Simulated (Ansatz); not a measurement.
## Electronic structure of CH4O2Si in real space

Input

```
crystal:
  periodic: [false, false, false]
  atoms:
    - { symbol: C, position_ang: [-0.433, 1.0007, -0.1912] }
    - { symbol: O, position_ang: [0.7867, 0.4248, -0.0754] }
    - { symbol: Si, position_ang: [0.9599, -0.7408, 1.0735] }
    - { symbol: O, position_ang: [0.5645, -2.1742, 0.4416] }
    - { symbol: H, position_ang: [-0.4191, 1.7765, -1.0266] }
    - { symbol: H, position_ang: [-0.7621, 1.5876, 0.7153] }
    - { symbol: H, position_ang: [-1.2256, 0.3167, -0.468] }
    - { symbol: H, position_ang: [0.6207, -2.2484, -0.525] }
basis:
  gaussian: { orbitals: "6-31G*" }
hamiltonian:
  xc: hf
relax:
  f_tol: 0.02
  max_steps: 50
output:
  orbitals: {}
```

Run with:

```sh
ansatz run input.yaml --threads 1 --pin off --max-ram 2048MiB --backend cpu --events-out ev --progress --plain --runs-dir out
```

The fields are those of the relaxed geometry.

Method: Ansatz, RHF/6-31G*.

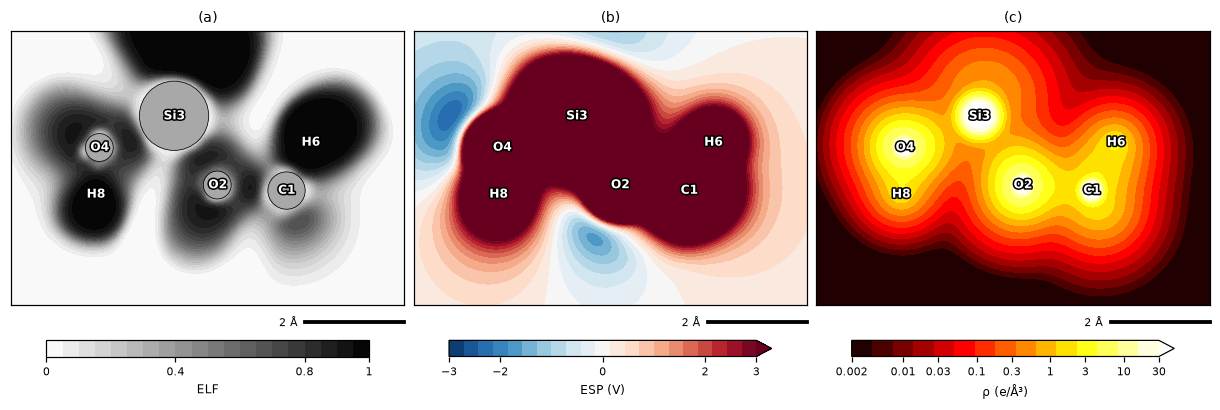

Figure 1. (a) ELF; (b) electrostatic potential; (c) electron density on the plane of atoms C1, O2 and Si3. Grey discs cover the atomic cores in the ELF map.

What does the map show?

- The section cuts through C, O, Si and H sites.
- C–O (1.40 Å): the density is about 2.1 e/Å³ at the midpoint, with its minimum of 1.7 e/Å³ about 0.5 Å from C; the ELF peaks at about 0.90 between the atoms (a shared but strongly polarised pair).
- Si–O (1.64 Å): the density is about 1.2 e/Å³ at the midpoint; the ELF peaks at about 0.90 between the atoms; a polar covalent bond.
- O–H (0.95 Å): ρ is about 3.7 e/Å³ halfway; the ELF climbs to about 1 towards the hydrogen, as it does in any bond to H (a covalent bond by its length).
- C–H (1.09 Å): ρ is about 2.1 e/Å³ halfway; the ELF climbs to about 1 towards the hydrogen; an ordinary covalent bond to hydrogen.
- The ELF also peaks beside O2, O4 and Si3, away from the bonds: lone-pair regions.
- Outside the dense part of the molecule the potential is most negative (−2.4 V) near O4.

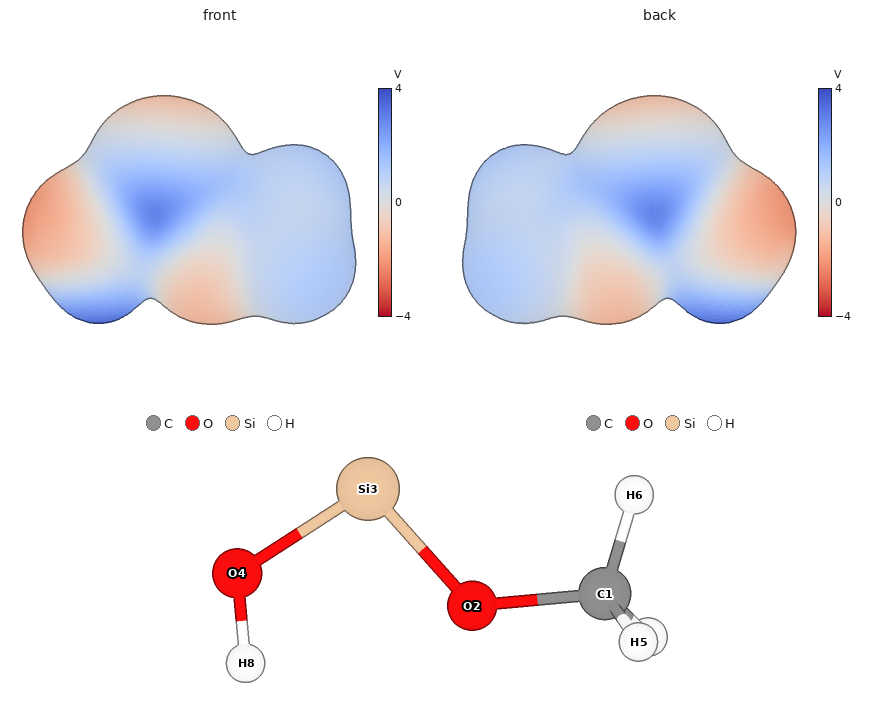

Figure 2. The electrostatic potential painted on the density surface at 0.004 e/bohr³, seen from the front and from behind; red is negative and blue positive. The bare structure is drawn below in the same view.

Describe the electrostatic potential map.

The most negative region (about −2.0 V, or −46 kcal/mol for a unit charge) lies over O4, the most positive (about +3.2 V, or +74 kcal/mol for a unit charge) over H8. O4 is the likeliest acceptor of a hydrogen bond.

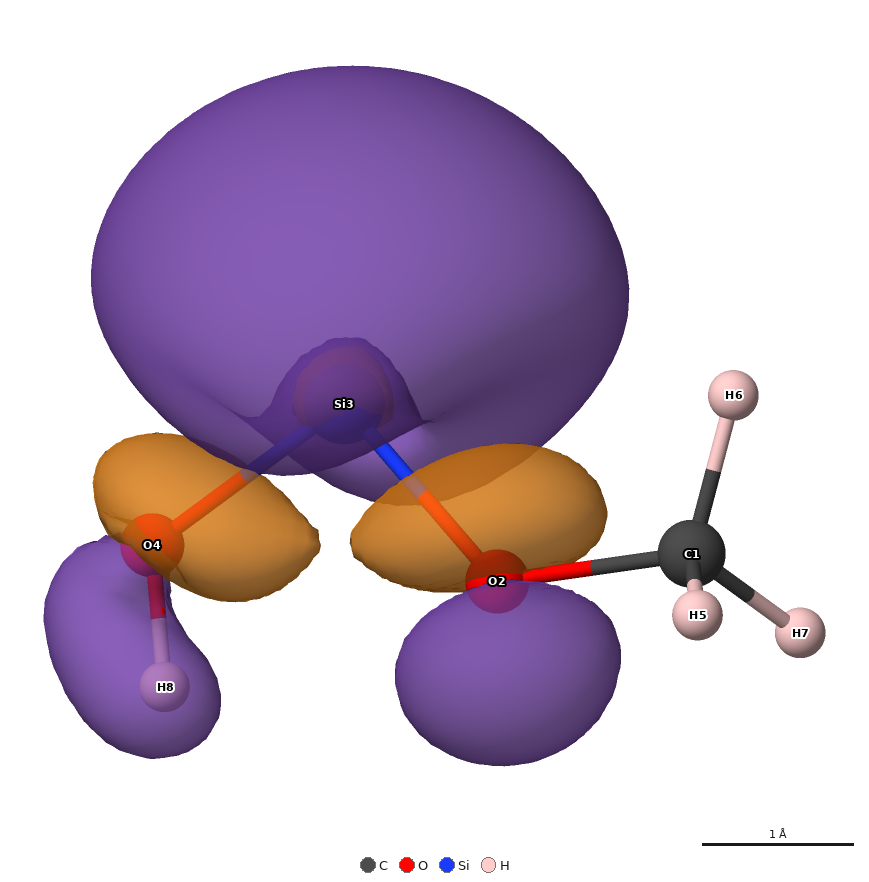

Figure 3. The HOMO at ±0.08 Å⁻³ᐟ² (orange and purple are the two phases), seen at a tilt.

Where does this orbital lie, and at what energy?

By Hirshfeld shares it lies mainly on Si3 (about 80 %) and O2 (about 10 %). Its energy is −9.51 eV.
